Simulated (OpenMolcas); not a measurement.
**Run report: CH₂N, single-point calculation (part 2 of 2)**

The same run, continued: CH₂N, multiplicity 2, SMILES C=[N]; CASPT2/def2-TZVPP (OpenMolcas 26.06). The geometry comes from this level: PBE0-D4/def2-TZVP.

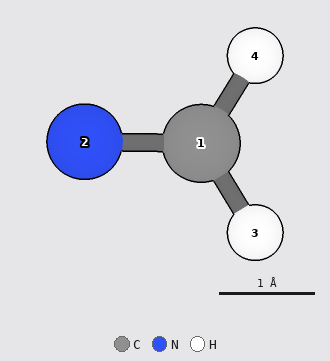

The structure (ball-and-stick view, seen at a tilt; atoms are numbered from 1 in the order of the input).

### Log, continued
```
      INDEX  ENERGY  OCCUPATION COEFFICIENTS ...
          1  -15.5558    2.0000
                32 N2     1s     (-0.4519)  33 N2     1s     (-0.6374)
          2  -11.2462    2.0000
                 1 C1     1s     ( 0.4678)   2 C1     1s     ( 0.6137)
          3   -0.9061    1.9947
                33 N2     1s     ( 0.2105)  34 N2     1s     (-0.3477)  35 N2     1s     (-0.5015)  36 N2     1s     (-0.2286)

          4   -0.7119    1.9765
                 6 C1     2px    (-0.2003)   7 C1     2px    (-0.1278)   9 C1     2py    (-0.1621)  10 C1     2py    (-0.1034)
                12 C1     2pz    (-0.2131)  13 C1     2pz    (-0.1360)  34 N2     1s     (-0.1069)  37 N2     2px    ( 0.1547)
                38 N2     2px    ( 0.1218)  40 N2     2py    ( 0.1252)  43 N2     2pz    ( 0.1646)  44 N2     2pz    ( 0.1296)
                63 H3     1s     ( 0.1000)  64 H3     1s     ( 0.1504)  77 H4     1s     ( 0.1000)  78 H4     1s     ( 0.1505)

          5   -0.6267    1.9731
                 6 C1     2px    ( 0.1742)   7 C1     2px    ( 0.1388)   9 C1     2py    (-0.2630)  10 C1     2py    (-0.2097)
                63 H3     1s     (-0.1365)  64 H3     1s     (-0.2047)  77 H4     1s     ( 0.1365)  78 H4     1s     ( 0.2047)

          6   -0.9312    1.9825
                 2 C1     1s     ( 0.2026)   3 C1     1s     (-0.3254)   4 C1     1s     (-0.2973)  36 N2     1s     ( 0.1022)
                37 N2     2px    ( 0.1491)  38 N2     2px    ( 0.1174)  40 N2     2py    ( 0.1206)  43 N2     2pz    ( 0.1587)
                44 N2     2pz    ( 0.1249)  64 H3     1s     (-0.1100)  78 H4     1s     (-0.1100)
          7   -0.4520    1.9234
                 6 C1     2px    (-0.1646)   7 C1     2px    (-0.1544)  12 C1     2pz    ( 0.2151)  13 C1     2pz    ( 0.2017)
                37 N2     2px    (-0.1834)  38 N2     2px    (-0.1669)  43 N2     2pz    ( 0.2395)  44 N2     2pz    ( 0.2180)
                45 N2     2pz    ( 0.1122)
          8   -0.1478    1.0023
                37 N2     2px    (-0.2458)  38 N2     2px    (-0.2333)  39 N2     2px    (-0.1418)  40 N2     2py    ( 0.3713)
                41 N2     2py    ( 0.3523)  42 N2     2py    ( 0.2142)  64 H3     1s     (-0.1386)  65 H3     1s     (-0.1400)
                78 H4     1s     ( 0.1386)  79 H4     1s     ( 0.1400)
          9    0.2640    0.0802
                 6 C1     2px    (-0.2601)   7 C1     2px    (-0.2393)   9 C1     2py    (-0.1253)  10 C1     2py    (-0.1153)
                12 C1     2pz    ( 0.3398)  13 C1     2pz    ( 0.3126)  37 N2     2px    ( 0.2709)  38 N2     2px    ( 0.2340)
                40 N2     2py    ( 0.1305)  41 N2     2py    ( 0.1127)  43 N2     2pz    (-0.3539)  44 N2     2pz    (-0.3057)

         10    0.7207    0.0243
                 1 C1     1s     ( 0.1147)   2 C1     1s     ( 0.2800)   3 C1     1s     (-0.8858)   4 C1     1s     (-0.8014)
                34 N2     1s     ( 0.2051)  35 N2     1s     ( 0.3657)  36 N2     1s     ( 0.1262)  37 N2     2px    (-0.2420)
                38 N2     2px    (-0.2189)  40 N2     2py    (-0.1957)  41 N2     2py    (-0.1770)  43 N2     2pz    (-0.2574)
                44 N2     2pz    (-0.2328)  63 H3     1s     ( 0.1978)  64 H3     1s     ( 0.4842)  77 H4     1s     ( 0.1978)
                78 H4     1s     ( 0.4840)
         11    0.9046    0.0198
                 4 C1     1s     ( 0.1209)   6 C1     2px    (-0.4485)   7 C1     2px    (-0.3276)   9 C1     2py    (-0.3629)
                10 C1     2py    (-0.2651)  12 C1     2pz    (-0.4772)  13 C1     2pz    (-0.3486)  33 N2     1s     (-0.1136)
                34 N2     1s     ( 0.3331)  35 N2     1s     ( 0.3242)  37 N2     2px    (-0.2488)  38 N2     2px    (-0.1674)
                40 N2     2py    (-0.2013)  41 N2     2py    (-0.1354)  43 N2     2pz    (-0.2647)  44 N2     2pz    (-0.1780)
                63 H3     1s     (-0.1630)  64 H3     1s     (-0.4250)  77 H4     1s     (-0.1631)  78 H4     1s     (-0.4251)

         12    0.6815    0.0232
                 6 C1     2px    (-0.3630)   7 C1     2px    (-0.3037)   9 C1     2py    ( 0.5482)  10 C1     2py    ( 0.4586)
                37 N2     2px    ( 0.1370)  40 N2     2py    (-0.2070)  41 N2     2py    (-0.1490)  63 H3     1s     (-0.2184)
                64 H3     1s     (-0.5446)  65 H3     1s     (-0.1144)  77 H4     1s     ( 0.2184)  78 H4     1s     ( 0.5447)
                79 H4     1s     ( 0.1144)
--

      Von Neumann Entropy (Root   1) =  1.00989

      Mulliken population analysis for root number:  1
      -----------------------------------------------

++    Molecular charges:
      ------------------

      Mulliken charges per centre and basis function type
      ---------------------------------------------------

                C1      N2      H3      H4
      1s       3.1063  3.8280  0.8964  0.8964
      2px      0.9105  1.1129  0.0157  0.0066
      2pz      0.8826  1.1412  0.0091  0.0071
      2py      0.9509  1.0603  0.0096  0.0207
      3d2+     0.0264  0.0063  0.0005  0.0006
      3d1+     0.0119  0.0081  0.0007  0.0001
      3d0      0.0184  0.0138  0.0004  0.0003
      3d1-     0.0141  0.0072  0.0002  0.0007
      3d2-     0.0146  0.0088  0.0005  0.0007
      4f3+     0.0010  0.0002  0.0000  0.0000
      4f2+     0.0020  0.0004  0.0000  0.0000
      4f1+     0.0016  0.0005  0.0000  0.0000
      4f0      0.0010  0.0003  0.0000  0.0000
      4f1-     0.0011  0.0004  0.0000  0.0000
      4f2-     0.0012  0.0004  0.0000  0.0000
      4f3-     0.0009  0.0002  0.0000  0.0000
      Total    5.9445  7.1892  0.9331  0.9331

      N-E      0.0555 -0.1892  0.0669  0.0669

      Total electronic charge=   15.000000

      Total            charge=   -0.000000
--

      Expectation values of various properties for root number:  1
      -----------------------------------------------------------

++    Molecular properties:
      ---------------------

      Charge (e):
                      =   -0.0000
      Dipole Moment (debye):
      Origin of the operator (angstrom)=    0.3320    0.2686    0.3532
                   X= -1.3884E+00               Y= -1.1232E+00               Z= -1.4770E+00           Total=  2.3175E+00
      Quadrupole Moment (debye*angstrom):
      Origin of the operator (angstrom)=    0.3320    0.2686    0.3532
                  XX= -1.2160E+01              XY= -6.9565E-01              XZ=  9.5796E-02              YY= -1.1570E+01
                  YZ= -1.4516E-01              ZZ= -1.2601E+01
      In traceless form (debye*angstrom)
                  XX= -7.4786E-02              XY= -1.0435E+00              XZ=  1.4369E-01              YY=  8.1030E-01
                  YZ= -2.1774E-01              ZZ= -7.3551E-01
--

      Mulliken spin population analysis for root number:  1
      ---------------------------------------------------

++    Molecular charges:
      ------------------

      Mulliken spin population per centre and basis function type
      ---------------------------------------------------

                C1      N2      H3      H4
      1s      -0.0413  0.0307  0.0982  0.0982
      2px     -0.0536  0.2862  0.0002 -0.0001
      2pz     -0.0582  0.0653 -0.0000 -0.0001
      2py     -0.0496  0.5866  0.0000  0.0004
      3d2+     0.0198 -0.0006 -0.0001 -0.0001
      3d1+     0.0066 -0.0003 -0.0000  0.0000
      3d0      0.0008 -0.0006 -0.0000 -0.0000
      3d1-     0.0083 -0.0004 -0.0000 -0.0000
      3d2-     0.0018 -0.0004 -0.0000 -0.0000
      4f3+     0.0009 -0.0000  0.0000  0.0000
      4f2+     0.0008 -0.0000  0.0000  0.0000
      4f1+     0.0003 -0.0000  0.0000  0.0000
      4f0      0.0001 -0.0000  0.0000  0.0000
      4f1-     0.0002 -0.0000  0.0000  0.0000
      4f2-     0.0001 -0.0000  0.0000  0.0000
      4f3-     0.0001 -0.0000  0.0000  0.0000
      Total   -0.1629  0.9665  0.0982  0.0982

      Total electronic spin=    1.000000
--

      Average orbitals are written to the RASORB file
      Natural orbitals for root   1 are written to the RASORB.1 file
      Spin density orbitals for root   1 are written to the SPDORB.1 file

--- Stop Module: rasscf /rc=_RC_ALL_IS_WELL_ ---
--- Module rasscf spent 7 seconds ---

--- Start Module: caspt2 ---

                                              &CASPT2

                       available to each process: 1.9 GB of memory, 1 thread

 ###############################################################################
 ###    WARNING: User changed nr of frozen orbitals.                         ###
 ###############################################################################

++    Wave function specifications:
      -----------------------------

      Number of closed shell electrons           0
      Number of electrons in active shells      11
      Max number of holes in RAS1 space          0
      Max number of electrons in RAS3 space      0
      Number of inactive orbitals                0
      Number of active orbitals                 10
      Number of secondary orbitals              78
      Spin quantum number                      0.5
      State symmetry                             1
      Number of CSFs                         27720
      Number of CASSCF root(s) available         1
      CASPT2 state passed to geometry opt.       1
      A file JOBMIX will be created
      This is a CASSCF or RASSCF reference function
--

++    Orbital specifications:
      -----------------------

      Symmetry species                           1
                                                 a
      Frozen orbitals                            2
      Inactive orbitals                          0
      Active orbitals                           10
      Secondary orbitals                        78
      Deleted orbitals                           0
      Number of basis functions                 90
--

++    CASPT2 specifications:
      ----------------------

      Type of calculation                        SS-CASPT2
      Fock operator                              state-specific
      IPEA shift                                 0.25
      Real shift                                 0.00
      Imaginary shift                            0.10
      The input orbitals will be transformed to quasi-canonical
--

--------------------------------------------------------------------------------
 Estimated memory requirements:
  POLY3 :                  4965600
  RHS:                      921988
  SIGMA :                   927820
  PRPCTL:                        0
 Available workspace:    232411424

++ CASPT2 computation for group   1

********************************************************************************
 Multi-State initialization phase begins for group   1
--------------------------------------------------------------------------------
********************************************************************************
 Compute H0 matrices for state    1
--------------------------------------------------------------------------------
--------------------------------------------------------------------------------
 H0 matrices have been computed.

********************************************************************************
  CASPT2 EQUATION SOLUTION
--------------------------------------------------------------------------------

  Total nr of CASPT2 parameters:
   Before reduction:      382590
   After  reduction:      382590

 Variance of |WF0>:       1.0716619144

 The contributions to the second order correlation energy in atomic units.
-----------------------------------------------------------------------------------------------------------------------------
  IT.      VJTU        VJTI        ATVX        AIVX        VJAI        BVAT        BJAT        BJAI        TOTAL       RNORM
-----------------------------------------------------------------------------------------------------------------------------
   1     0.000000    0.000000   -0.085258    0.000000    0.000000   -0.132820    0.000000    0.000000   -0.218078    0.009245
   2     0.000000    0.000000   -0.086278    0.000000    0.000000   -0.133140    0.000000    0.000000   -0.219417    0.000960
   3     0.000000    0.000000   -0.086294    0.000000    0.000000   -0.133145    0.000000    0.000000   -0.219438    0.000134
   4     0.000000    0.000000   -0.086286    0.000000    0.000000   -0.133142    0.000000    0.000000   -0.219428    0.000016
   5     0.000000    0.000000   -0.086285    0.000000    0.000000   -0.133142    0.000000    0.000000   -0.219427    0.000003
-----------------------------------------------------------------------------------------------------------------------------

  FINAL CASPT2 RESULT:

      Reference energy:         -93.5819996115
      E2 (Non-variational):      -0.2194274241
      Shift correction:          -0.0002089405
      E2 (Variational):          -0.2196363646
      Total energy:             -93.8016359761
      Residual norm:              0.0000003667
      Reference weight:           0.94336

      Contributions to the CASPT2 correlation energy
      Active & Virtual Only:         -0.2194274241
      One Inactive Excited:           0.0000000000
      Two Inactive Excited:           0.0000000000

++ Denominators, etc.
--------------------------------------------------------------------------------------------------------------
 Report on small energy denominators, large coefficients, and large energy contributions.
CASE  SYMM ACTIVE-MIX  NON-ACTIVE INDICES          DENOMINATOR     RHS VALUE       COEFFICIENT     CONTRIBUTION
ATVX     1  Mu1.0001  Se1.013                       0.27301746     -0.00000001      0.00000001     -0.00000000
--

   (Skipping property calculation,
    use PROP keyword to activate)
--

  Total CASPT2 energies:
::    CASPT2 Root  1     Total energy:    -93.80163598

  A NEW JOBIPH FILE NAMED 'JOBMIX' IS PREPARED.
********************************************************************************
--- Stop Module: caspt2 /rc=_RC_ALL_IS_WELL_ ---
--- Module caspt2 spent 7 seconds ---

.##################.
.# Happy landing! #.
.##################.

    Timing: Wall=18.06 User=15.73 System=2.23
```

The run was set up as follows.

### Input
```
* CH2N CASPT2

&gateway
  baslib=$CurrDir
  coord=mol.xyz
  basis=def2-TZVPP
  group=NoSym

&seward

&rasscf
  fileorb=$CurrDir/step2.RasOrb
  spin=2
  nactel=11 0 0
  inactive=2
  ras2=10
  orblisting=Few
  orbappear=Compact

&caspt2
  ipea=0.25
  imaginary=0.1
  frozen=2
```

### File mol.xyz
```
4

C     -0.013600    -0.011010    -0.014470
N      0.727340     0.588370     0.773760
H     -0.870960     0.487800    -0.486820
H      0.157230    -1.065160    -0.272460
```

Launch command:
```bash
export MOLCAS_MEM=1860
pymolcas step3.inp > step3.log
```

### Summary

```tsv
quantity	value
outcome	converged
total energy	−93.801636 hartree
CASSCF energy	−93.582000 hartree
basis functions	90
hardware	1 thread of Arm Neoverse V1, 24 GiB of memory available, shared host
wall time	18 s
peak memory	0.49 GiB
```
